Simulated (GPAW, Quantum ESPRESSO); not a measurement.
Consider HfC (Fm-3m).

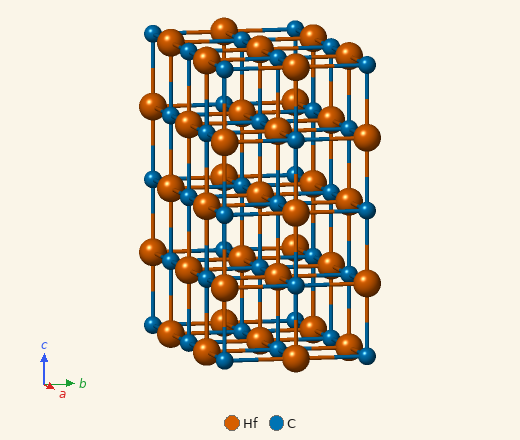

The structure (hafnium orange, carbon blue). 2×1×2 conventional cells are drawn. Some periodic images of atoms are drawn too.

```
Hf C
1.0
     0.00000    2.32500    2.32500
     2.32500    0.00000    2.32500
     2.32500    2.32500    0.00000
Hf C
1 1
Direct
  0.50000 0.50000 0.50000
  0.00000 0.00000 0.00000
```

Absorber: atom 2, with 6 Hf at 2.32 Å (octahedral, site symmetry m-3m). Method: Quantum ESPRESSO XSpectra, PBE, excited-electron core hole (neutral cell), 12-atom cell with 5.7 Å between holes, 6×6×6 k points, dipole transitions, Lorentzian half width 0.3 eV up to 4 eV, rising linearly to 2.5 eV at 25 eV, without spin-orbit coupling.

The database entry behind the starting cell differs from later determinations by our own check (about 0.2 % long), so it need not match the best structure at ambient conditions.

Question: What does the C K edge look like?

Main maxima up to 24 eV above the zero (height): 5.0 eV (1.56) and 10.2 eV (1.76). A K edge sees empty p states; the first features are C p mixed into the empty d states of the Hf neighbours, and the broad ones above probably into the cations' higher empty bands. The total-energy difference is 287.91 eV. One term is added: -6.71 eV, since the hole is spin-paired here and a spin-polarised one costs that much less in the free atom (computed apart). The photon energy is then 281.20 eV. The functional leaves an error of a few eV in such absolute values.

The C K spectrum (energy from the energy zero of the input (xe0, at the border of filled and empty states); intensity scaled to a mean of 1 over the first 20 eV; the points at xe0, where the cut of filled states can leave a spike, are interpolated):

```tsv
E (eV)	intensity
-2.0	0.04
-0.5	0.13
1.0	0.66
2.5	0.97
4.0	1.28
5.5	1.35
7.0	1.15
8.5	1.41
10.0	1.75
11.5	1.45
13.0	1.02
14.5	0.71
16.0	0.58
17.5	0.45
19.0	0.42
20.5	0.46
22.0	0.53
23.5	0.64
25.0	0.76
26.5	0.87
28.0	0.85
29.5	0.71
31.0	0.57
```

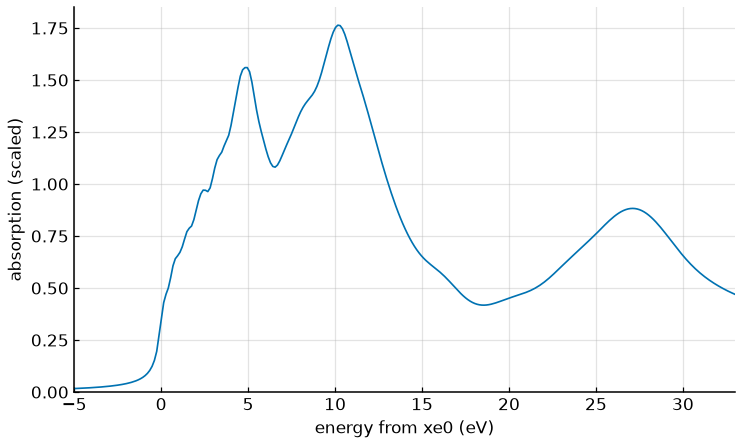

The C K edge.

The holes are only 5.7 Å apart, so the shape is probably not converged with cell size; no larger cell was run here. The structure is a published determination, not relaxed.

[Banner, clock and machine lines of the logs are left out without a mark of their own.]

[Logs are printed without paths, hosts, clocks, repeated set-up lines and the standing remarks that a program may print on its own settings, such as how far it seeks lower states.]

[Hosts, paths, dates, database ids (printed as entryN), source tags and the programs' standing remarks are cut or masked in the printed files.]

[Lists of maxima count a maximum above −3 eV only where it reaches 4 % of the highest in the window and stands out from its surroundings by 2 % of it (1.5 % where it reaches 55 %); shoulders and weaker maxima are passed over, and of the rest the first, up to two pre-edge ones and the few strongest are named.]
